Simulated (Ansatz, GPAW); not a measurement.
# Cutoff, mesh and smearing for a 2-layer slab of Ca(100), part 2 of 2

How do cutoff, mesh, smearing and the dipole layer change the work function of a 2-layer slab of Ca(100)?

GPAW 26.7.0 and Ansatz 0.2.0; Ansatz plane waves; slab in vacuum with a dipole correction, relaxation (the session's first sound run).

So far, upper work function (eV): step 2 (relaxing the atoms) 2.70.

## 3. The slab's potential

The work function is the vacuum plateau of the electrostatic potential less the Fermi level; a dipole layer lets the two faces have plateaus of their own.

This step: GPAW, PAW setups; slab in vacuum (GPAW 26.7.0).

run.py reads:

```python
import json
import numpy as np
from ase import Atoms
from gpaw import GPAW, PW

slab = Atoms(
    ['Ca', 'Ca'],
    positions=[
        [1.97283, 1.97283, 7.00000],
        [0.00000, 0.00000, 9.59260]],
    cell=[[3.94566, 0.0, 0.0], [0.0, 3.94566, 0.0], [0.0, 0.0, 16.79]],
    pbc=[True, True, False])

slab.calc = GPAW(mode=PW(400), xc='PBE', kpts={'size': (8, 8, 1), 'gamma': True},
                 occupations={'name': 'fermi-dirac', 'width': 0.1}, nbands='140%',
                 convergence={'density': 1e-05}, maxiter=200,
                 poissonsolver={'dipolelayer': 'xy'},
                 symmetry={'tolerance': 1e-3}, txt='slab.txt')
result = {}
energy = slab.get_potential_energy()
fermi = slab.calc.get_fermi_level()
v = slab.calc.get_electrostatic_potential().mean((0, 1)) - fermi
n = slab.calc.get_pseudo_density().mean((0, 1))
L = slab.cell[2, 2]
z = np.arange(len(v)) * L / len(v)
low, high = slab.positions[:, 2].min(), slab.positions[:, 2].max()
below, above = np.interp([low - 4.8, high + 4.8], z, v)
slopes = [np.interp(x, z, np.gradient(v, z)) for x in (low - 4.8, high + 4.8)]
eps = np.array([[slab.calc.get_eigenvalues(k, s) for k in range(len(slab.calc.get_ibz_k_points()))]
                for s in range(slab.calc.get_number_of_spins())]) - fermi
top, bottom = eps[eps < 0].max(), eps[eps > 0].min()
dipole = slab.get_dipole_moment()[2]
print(f'energy {energy:.4f} eV, Fermi level {fermi:.4f} eV, dipole {dipole:.5f} e A')
print(f'potential 4.8 A off the faces, from the Fermi level: lower {below:.4f} eV, upper {above:.4f} eV')
print(f'slope of the potential there: lower {slopes[0]:.5f}, upper {slopes[1]:.5f} eV/A')
print(f'nearest levels on the mesh: {top:.4f} and {bottom:.4f} eV')
print('magnetic moment', round(slab.get_magnetic_moment(), 3))
result.update(energy=energy, fermi=fermi, dipole=dipole, below=below, above=above, slopes=slopes, edges=[top, bottom],
              z=z.tolist(), v=v.tolist(), n=n.tolist(), positions=slab.positions.tolist(),
              forces=slab.get_forces(apply_constraint=False).tolist(), moments=slab.get_magnetic_moments().tolist())
json.dump(result, open('result.json', 'w'))
```

Command:

```sh
OMP_NUM_THREADS=1 OPENBLAS_NUM_THREADS=1 python run.py
```

What it wrote:

```text
energy -3.1492 eV, Fermi level -0.6001 eV, dipole 0.00004 e A
potential 4.8 A off the faces, from the Fermi level: lower 2.6995 eV, upper 2.6998 eV
slope of the potential there: lower -0.00480, upper 0.00494 eV/A
nearest levels on the mesh: -0.0295 and 0.0443 eV
magnetic moment 0.0
```

Run time: 13 s. Hardware: 1 thread of AMD EPYC 9R14 (Zen 4), shared host; peak memory 0.19 GiB.

Numbers from this step:

| Item | Value |
| --- | --- |
| dipole along the normal | 3.66e-5 e·Å |
| levels nearest the Fermi level on the mesh | -0.02950, 0.04433 eV from the Fermi level |
| upper work function | 2.700 eV |
| lower work function | 2.700 eV |

Electrostatic potential energy of an electron (without an applied field's), less the Fermi level, planar mean against z:

```csv
z (Å),"electrostatic potential energy of an electron (without an applied field's), less the Fermi level, planar mean (eV)"
0,2.70
2,2.70
4,2.61
6,-0.341
8,-0.228
10,-5.87
12,2.43
14,2.70
16,2.70
```

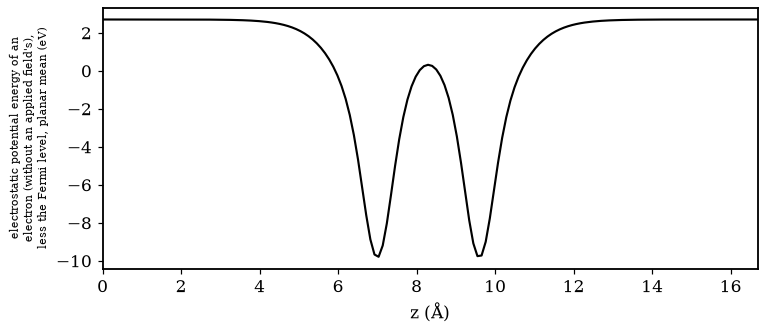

Electrostatic potential energy of an electron (without an applied field's), less the Fermi level, planar mean, plotted against z.

Table of pseudo valence density, planar mean by z:

```csv
z (Å),"pseudo valence density, planar mean (e/Å³)"
2,3.8e-5
4,0.00178
6,0.0535
8,0.0792
10,0.329
12,0.00499
14,1.2e-4
16,1.7e-6
```

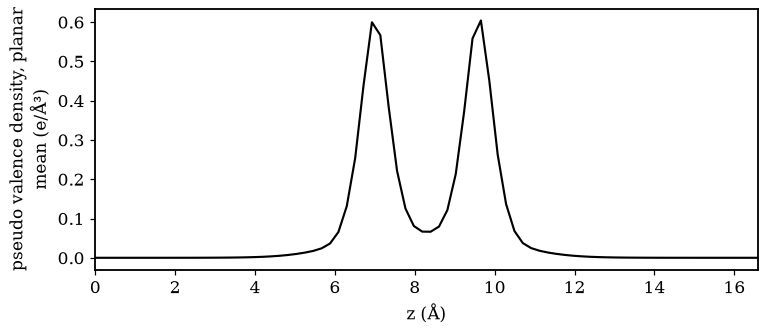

Pseudo valence density, planar mean, plotted against z.

The potential is flat to 0.005 eV/Å where it is read, so the vacuum is wide enough. The geometry is the other program's minimum; here the largest force on a free atom is 0.0070 eV/Å.

## 4. Cutoff 200

The cutoff limits how sharply the smooth valence waves can vary, which tells mostly near the atoms.

Edit run.py of step 3 so:

```diff
@@ -13,3 +13,3 @@
 
-slab.calc = GPAW(mode=PW(400), xc='PBE', kpts={'size': (8, 8, 1), 'gamma': True},
+slab.calc = GPAW(mode=PW(200), xc='PBE', kpts={'size': (8, 8, 1), 'gamma': True},
                  occupations={'name': 'fermi-dirac', 'width': 0.1}, nbands='140%',
```

What it wrote:

```text
energy -1.9050 eV, Fermi level -0.5781 eV, dipole 0.00035 e A
potential 4.8 A off the faces, from the Fermi level: lower 2.7156 eV, upper 2.7160 eV
slope of the potential there: lower -0.00449, upper 0.00503 eV/A
nearest levels on the mesh: -0.0413 and 0.0422 eV
magnetic moment 0.0
```

Wall time 5.2 s (1 thread); peak memory 0.14 GiB.

The run finished. A setting was moved off its sound value on purpose, so it serves as a test and not as the result.

The fault put into the input: a cutoff under that of the base run: the energy of the cell lies 1.2 eV from the base value (ecut = 200).

The two runs compared:

```csv
quantity,this run,sound run,difference
upper work function (eV),2.7160,2.6998,0.0162
lower work function (eV),2.7156,2.6995,0.0160
```

## 5. Cutoff 300

The cutoff limits how sharply the smooth valence waves can vary, which tells mostly near the atoms.

Edit run.py of step 4 so:

```diff
@@ -13,3 +13,3 @@
 
-slab.calc = GPAW(mode=PW(200), xc='PBE', kpts={'size': (8, 8, 1), 'gamma': True},
+slab.calc = GPAW(mode=PW(300), xc='PBE', kpts={'size': (8, 8, 1), 'gamma': True},
                  occupations={'name': 'fermi-dirac', 'width': 0.1}, nbands='140%',
```

What it wrote:

```text
energy -2.7852 eV, Fermi level -0.5985 eV, dipole 0.00014 e A
potential 4.8 A off the faces, from the Fermi level: lower 2.7006 eV, upper 2.7013 eV
slope of the potential there: lower -0.00471, upper 0.00506 eV/A
nearest levels on the mesh: -0.0287 and 0.0445 eV
magnetic moment 0.0
```

Run time: 8.8 s. Hardware: 1 thread; peak memory 0.16 GiB.

The run finished. A setting was moved off its sound value on purpose, so it serves as a test and not as the result.

The fault put into the input: a cutoff under that of the base run: the energy of the cell lies 0.36 eV from the base value (ecut = 300).

Side by side:

```csv
quantity,this run,sound run,difference
upper work function (eV),2.7013,2.6998,0.00149
lower work function (eV),2.7006,2.6995,0.00105
```

## 6. Cutoff 700: ecut = 700

The cutoff limits how sharply the smooth valence waves can vary, which tells mostly near the atoms.

Edit run.py of step 5 so:

```diff
@@ -13,3 +13,3 @@
 
-slab.calc = GPAW(mode=PW(300), xc='PBE', kpts={'size': (8, 8, 1), 'gamma': True},
+slab.calc = GPAW(mode=PW(700), xc='PBE', kpts={'size': (8, 8, 1), 'gamma': True},
                  occupations={'name': 'fermi-dirac', 'width': 0.1}, nbands='140%',
```

What it wrote:

```text
energy -3.2072 eV, Fermi level -0.6003 eV, dipole -0.00000 e A
potential 4.8 A off the faces, from the Fermi level: lower 2.7002 eV, upper 2.7002 eV
slope of the potential there: lower -0.00480, upper 0.00480 eV/A
nearest levels on the mesh: -0.0297 and 0.0443 eV
magnetic moment 0.0
```

Elapsed: 30 s, on 1 thread; peak memory 0.29 GiB.

This step gave:

```yaml
dipole_along_the_normal: -9.74e-7 e·Å
levels_nearest_the_fermi_level_on_the_mesh: -0.02966, 0.04432 eV from the Fermi level
```

Table of electrostatic potential energy of an electron (without an applied field's), less the Fermi level, planar mean by z:

| z (Å) | electrostatic potential energy of an electron (without an applied field's), less the Fermi level, planar mean (eV) |
| --- | --- |
| 0 | 2.70 |
| 1 | 2.70 |
| 2 | 2.70 |
| 3 | 2.69 |
| 4 | 2.61 |
| 5 | 2.13 |
| 6 | -0.335 |
| 7 | -9.78 |
| 8 | -0.218 |
| 9 | -3.18 |
| 10 | -5.86 |
| 11 | 1.13 |
| 12 | 2.43 |
| 13 | 2.66 |
| 14 | 2.70 |
| 15 | 2.70 |
| 16 | 2.70 |

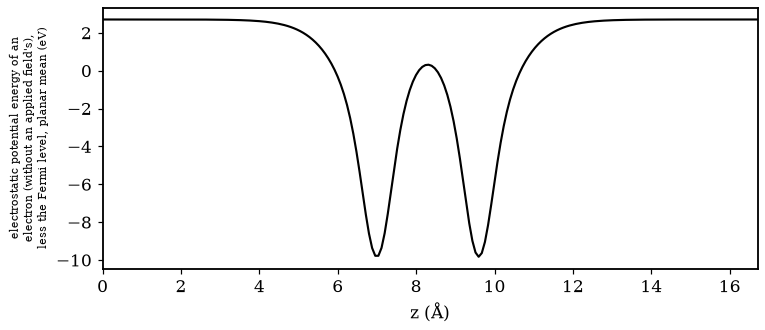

Electrostatic potential energy of an electron (without an applied field's), less the Fermi level, planar mean, plotted against z.

The pseudo valence density, planar mean by z:

```csv
z (Å),"pseudo valence density, planar mean (e/Å³)"
2,3.8e-5
3,2.7e-4
4,0.00178
5,0.00934
6,0.0523
7,0.603
8,0.0783
9,0.204
10,0.328
11,0.0216
12,0.00496
13,8.5e-4
14,1.2e-4
15,1.6e-5
```

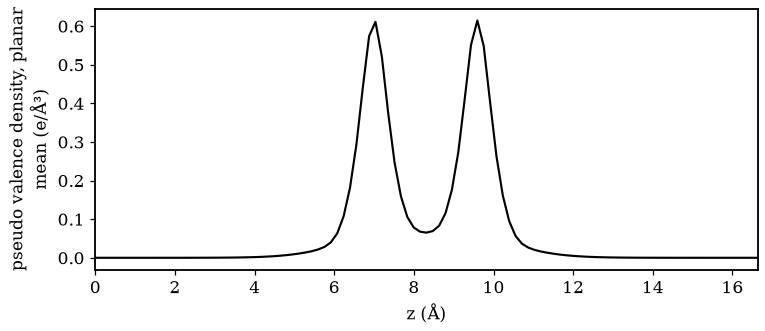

Pseudo valence density, planar mean, plotted against z.

The upper face's work function is 2.700 eV, against 2.700 eV in the first plane-wave PBE run at this geometry.

## 7. K mesh 3×3

The mesh in the plane samples the bands: a metal's Fermi level needs it dense, and band edges must lie on it.

Edit run.py of step 6 so:

```diff
@@ -13,3 +13,3 @@
 
-slab.calc = GPAW(mode=PW(700), xc='PBE', kpts={'size': (8, 8, 1), 'gamma': True},
+slab.calc = GPAW(mode=PW(400), xc='PBE', kpts={'size': (3, 3, 1), 'gamma': True},
                  occupations={'name': 'fermi-dirac', 'width': 0.1}, nbands='140%',
```

What it wrote:

```text
energy -3.0655 eV, Fermi level -0.5603 eV, dipole 0.00003 e A
potential 4.8 A off the faces, from the Fermi level: lower 2.6759 eV, upper 2.6763 eV
slope of the potential there: lower -0.00527, upper 0.00544 eV/A
nearest levels on the mesh: -0.0198 and 0.0312 eV
magnetic moment 0.0
```

Elapsed: 5 s, on 1 thread; peak memory 0.17 GiB.

The run finished with changed settings (kpts = [3, 3]); it serves as a test.

The two runs compared:

```
                quantity  this run  sound run  difference
upper work function (eV)    2.6763     2.6998     -0.0235
lower work function (eV)    2.6759     2.6995     -0.0236
```

## 8. K mesh 5×5

The mesh in the plane samples the bands: a metal's Fermi level needs it dense, and band edges must lie on it.

Edit run.py of step 7 so:

```diff
@@ -13,3 +13,3 @@
 
-slab.calc = GPAW(mode=PW(400), xc='PBE', kpts={'size': (3, 3, 1), 'gamma': True},
+slab.calc = GPAW(mode=PW(400), xc='PBE', kpts={'size': (5, 5, 1), 'gamma': True},
                  occupations={'name': 'fermi-dirac', 'width': 0.1}, nbands='140%',
```

What it wrote:

```text
energy -3.0836 eV, Fermi level -0.6160 eV, dipole 0.00004 e A
potential 4.8 A off the faces, from the Fermi level: lower 2.7104 eV, upper 2.7106 eV
slope of the potential there: lower -0.00477, upper 0.00490 eV/A
nearest levels on the mesh: -0.0459 and 0.0790 eV
magnetic moment 0.0
```

Elapsed: 7.2 s, on 1 thread; peak memory 0.18 GiB.

The run finished with changed settings (kpts = [5, 5]); it serves as a test.

The two runs compared:

```csv
quantity,this run,sound run,difference
upper work function (eV),2.7106,2.6998,0.0108
lower work function (eV),2.7104,2.6995,0.0108
```

## 9. K mesh 12×12: kpts = [12, 12]

The mesh in the plane samples the bands: a metal's Fermi level needs it dense, and band edges must lie on it.

Edit run.py of step 8 so:

```diff
@@ -13,3 +13,3 @@
 
-slab.calc = GPAW(mode=PW(400), xc='PBE', kpts={'size': (5, 5, 1), 'gamma': True},
+slab.calc = GPAW(mode=PW(400), xc='PBE', kpts={'size': (12, 12, 1), 'gamma': True},
                  occupations={'name': 'fermi-dirac', 'width': 0.1}, nbands='140%',
```

What it wrote:

```text
energy -3.1510 eV, Fermi level -0.5981 eV, dipole 0.00003 e A
potential 4.8 A off the faces, from the Fermi level: lower 2.6981 eV, upper 2.6985 eV
slope of the potential there: lower -0.00480, upper 0.00494 eV/A
nearest levels on the mesh: -0.0027 and 0.0141 eV
magnetic moment 0.0
```

The job ended after 20 s (1 thread; peak memory 0.22 GiB).

This step gave:

- dipole along the normal: 2.94e-5 e·Å
- levels nearest the Fermi level on the mesh: -0.002665, 0.01410 eV from the Fermi level
- upper work function: 2.698 eV
- lower work function: 2.698 eV

The electrostatic potential energy of an electron (without an applied field's), less the Fermi level, planar mean by z:

| z (Å) | electrostatic potential energy of an electron (without an applied field's), less the Fermi level, planar mean (eV) |
| --- | --- |
| 0 | 2.70 |
| 1 | 2.70 |
| 2 | 2.70 |
| 3 | 2.69 |
| 4 | 2.61 |
| 5 | 2.13 |
| 6 | -0.343 |
| 7 | -9.76 |
| 8 | -0.230 |
| 9 | -3.19 |
| 10 | -5.87 |
| 11 | 1.12 |
| 12 | 2.43 |
| 13 | 2.66 |
| 14 | 2.70 |
| 15 | 2.70 |
| 16 | 2.70 |

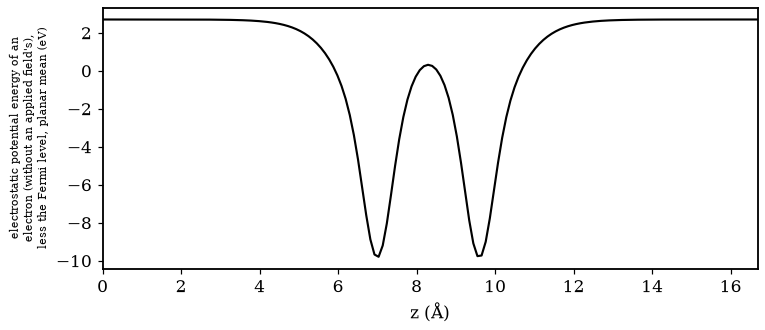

Electrostatic potential energy of an electron (without an applied field's), less the Fermi level, planar mean, plotted against z.

The upper face's work function is 2.698 eV, against 2.700 eV in the first plane-wave PBE run at this geometry.

## 10. Scheme Methfessel-Paxton of order 0 (Gaussian), smearing 0.1

Smearing changes the occupations near the Fermi level, and with them the level itself. Smearing helps the SCF of a metal converge, but it blurs occupations at band edges near the Fermi level.

Edit run.py of step 9 so:

```diff
@@ -13,4 +13,4 @@
 
-slab.calc = GPAW(mode=PW(400), xc='PBE', kpts={'size': (12, 12, 1), 'gamma': True},
-                 occupations={'name': 'fermi-dirac', 'width': 0.1}, nbands='140%',
+slab.calc = GPAW(mode=PW(400), xc='PBE', kpts={'size': (8, 8, 1), 'gamma': True},
+                 occupations={'name': 'methfessel-paxton', 'width': 0.1}, nbands='140%',
                  convergence={'density': 1e-05}, maxiter=200,
```

What it wrote:

```text
energy -3.1448 eV, Fermi level -0.5790 eV, dipole 0.00004 e A
potential 4.8 A off the faces, from the Fermi level: lower 2.6701 eV, upper 2.6704 eV
slope of the potential there: lower -0.00447, upper 0.00460 eV/A
nearest levels on the mesh: -0.0392 and 0.0323 eV
magnetic moment 0.0
```

It took 12 s on 1 thread; peak memory 0.19 GiB.

Numbers from this step:

```
dipole along the normal                    : 4.05e-5 e·Å
levels nearest the Fermi level on the mesh : -0.03917, 0.03228 eV from the Fermi level
upper work function                        : 2.670 eV
lower work function                        : 2.670 eV
```

Electrostatic potential energy of an electron (without an applied field's), less the Fermi level, planar mean against z:

```csv
z (Å),"electrostatic potential energy of an electron (without an applied field's), less the Fermi level, planar mean (eV)"
0,2.67
2,2.67
4,2.59
6,-0.354
8,-0.231
10,-5.88
12,2.40
14,2.67
16,2.67
```

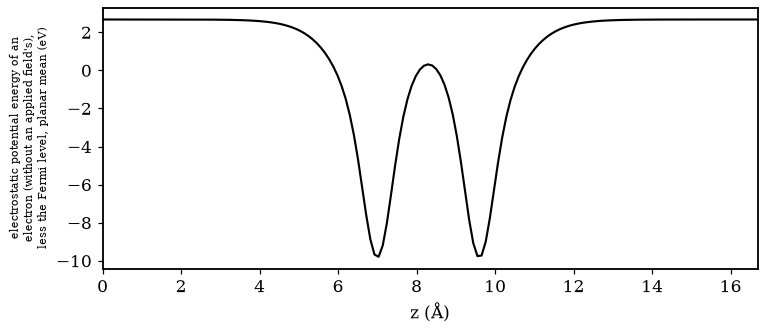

Electrostatic potential energy of an electron (without an applied field's), less the Fermi level, planar mean, plotted against z.

The upper face's work function is 2.670 eV, against 2.700 eV in the first plane-wave PBE run at this geometry.

## 11. The ladder

Times are for 1 thread of AMD EPYC 9R14 (Zen 4), shared host. The runs compared:

```csv
no.,run,upper work function (eV),time,memory (GiB)
1,pw,2.700,13 s,0.19
2,cutoff 700,2.700,30 s,0.29
3,k mesh 12×12,2.698,20 s,0.22
4,"scheme Methfessel-Paxton of order 0 (Gaussian), smearing 0.1",2.670,12 s,0.19
```

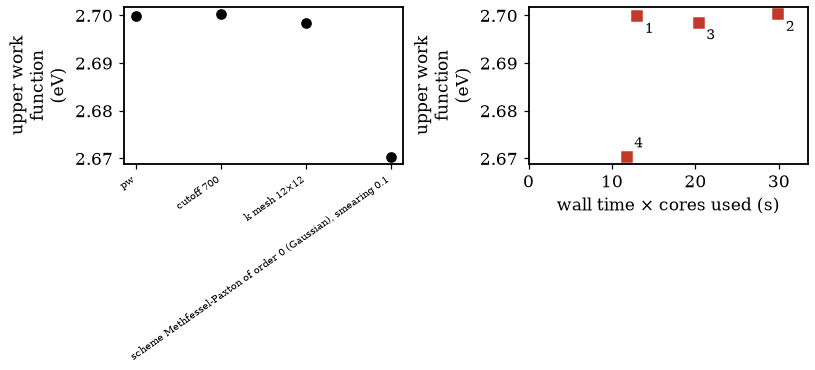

The series as plots; the last panel sets the first result against cost, with the runs numbered as in the table.

## 12. Without the dipole layer

The dipole layer is taken out and the cell repeats along the normal.

Edit run.py of step 10 so:

```diff
@@ -11,8 +11,7 @@
     cell=[[3.94566, 0.0, 0.0], [0.0, 3.94566, 0.0], [0.0, 0.0, 16.79]],
-    pbc=[True, True, False])
+    pbc=[True, True, True])
 
 slab.calc = GPAW(mode=PW(400), xc='PBE', kpts={'size': (8, 8, 1), 'gamma': True},
-                 occupations={'name': 'methfessel-paxton', 'width': 0.1}, nbands='140%',
+                 occupations={'name': 'fermi-dirac', 'width': 0.1}, nbands='140%',
                  convergence={'density': 1e-05}, maxiter=200,
-                 poissonsolver={'dipolelayer': 'xy'},
                  symmetry={'tolerance': 1e-3}, txt='slab.txt')
```

What it wrote:

```text
energy -3.1492 eV, Fermi level -0.6001 eV, dipole -0.00002 e A
potential 4.8 A off the faces, from the Fermi level: lower 2.6997 eV, upper 2.6997 eV
slope of the potential there: lower -0.00488, upper 0.00487 eV/A
nearest levels on the mesh: -0.0295 and 0.0443 eV
magnetic moment 0.0
```

Wall time 12 s (1 thread); peak memory 0.19 GiB.

The run finished with changed settings (dipole = false and pbc_z = true); it serves as a test.

Side by side:

```
                quantity  this run  sound run  difference
upper work function (eV)    2.6997     2.6998     -1.3e-4
lower work function (eV)    2.6997     2.6995      1.4e-4
```

## 13. Side by side

Results and costs are gathered.

This step: comparison of work functions, dipole and cost (GPAW 26.7.0).

Ladder, by row:

| step | code | work function, upper (eV) | work function, lower (eV) | dipole (e Å) | wall time (s) | peak memory (GiB) | threads |
| --- | --- | --- | --- | --- | --- | --- | --- |
| pw | GPAW | 2.7 | 2.7 | 3.66e-5 | 13.02 | 0.19 | 1 |
| ecut200 | GPAW | 2.716 | 2.716 | 3.52e-4 | 5.15 | 0.14 | 1 |
| ecut300 | GPAW | 2.701 | 2.701 | 1.36e-4 | 8.83 | 0.16 | 1 |
| ecut700 | GPAW | 2.7 | 2.7 | -9.74e-7 | 29.92 | 0.29 | 1 |
| k3 | GPAW | 2.676 | 2.676 | 2.88e-5 | 5.04 | 0.17 | 1 |
| k5 | GPAW | 2.711 | 2.71 | 3.88e-5 | 7.2 | 0.18 | 1 |
| k12 | GPAW | 2.698 | 2.698 | 2.94e-5 | 20.39 | 0.22 | 1 |
| smear | GPAW | 2.67 | 2.67 | 4.05e-5 | 11.75 | 0.19 | 1 |
| nodip | GPAW | 2.7 | 2.7 | -1.60e-5 | 12.48 | 0.19 | 1 |

## 14. A changed run

One more run, with changed settings.

This step: GPAW, PAW setups; slab in vacuum (GPAW 26.7.0).

Edit run.py of step 12 so:

```diff
@@ -11,7 +11,8 @@
     cell=[[3.94566, 0.0, 0.0], [0.0, 3.94566, 0.0], [0.0, 0.0, 16.79]],
-    pbc=[True, True, True])
+    pbc=[True, True, False])
 
-slab.calc = GPAW(mode=PW(400), xc='PBE', kpts={'size': (8, 8, 1), 'gamma': True},
+slab.calc = GPAW(mode=PW(400), xc='PBE', kpts={'size': (1, 1, 1), 'gamma': True},
                  occupations={'name': 'fermi-dirac', 'width': 0.1}, nbands='140%',
-                 convergence={'density': 1e-05}, maxiter=200,
+                 convergence={'density': 1e-05}, maxiter=75,
+                 poissonsolver={'dipolelayer': 'xy'},
                  symmetry={'tolerance': 1e-3}, txt='slab.txt')
```

What it wrote:

```text
energy -7.9370 eV, Fermi level -1.5660 eV, dipole 0.00005 e A
potential 4.8 A off the faces, from the Fermi level: lower 3.8475 eV, upper 3.8479 eV
slope of the potential there: lower -0.00356, upper 0.00371 eV/A
nearest levels on the mesh: -0.9233 and 0.9266 eV
magnetic moment 0.0
```

Elapsed: 3.3 s, on 1 thread; peak memory 0.16 GiB.

The run finished. A setting was moved off its sound value on purpose, so it serves as a test and not as the result.

The fault put into the input: one k-point (kpts = [1, 1]).

The two runs compared:

```
                quantity  this run  sound run  difference
upper work function (eV)    3.8479     2.6998        1.15
lower work function (eV)    3.8475     2.6995        1.15
```

One result that differs is the lower work function, 3.85 eV against 2.70 eV.

## 15. Summary of results

```json
{"work function, both faces": "2.70 eV", "dipole along the normal": "3.7e-5 e Å, near the numerical noise"}
```

With plane waves and PBE the work function is 2.70 eV on the upper face and 2.70 eV on the lower. The other smearing (Gaussian of 0.1 eV in place of Fermi-Dirac of 0.1) moves the two faces by -0.029 and -0.029 eV on the same mesh; a mesh is converged only for its smearing. Over the sound runs of the table the upper face's work function spans 2.670 (smear) to 2.700 eV (ecut700). The slab is only 2.6 Å thick between its outer nuclei, so the values belong to this film more than to the surface of the bulk metal. The in-plane lattice was kept as typed, which isn't the functional's own and leaves some strain; spin-orbit coupling and temperature are left out.

[Logs are printed without paths, hosts, clocks, repeated set-up lines and the standing remarks that a program may print on its own settings, such as how far it seeks lower states.]

[Hosts, paths, dates, database ids (printed as entryN), source tags and the programs' standing remarks are cut or masked in the printed files.]
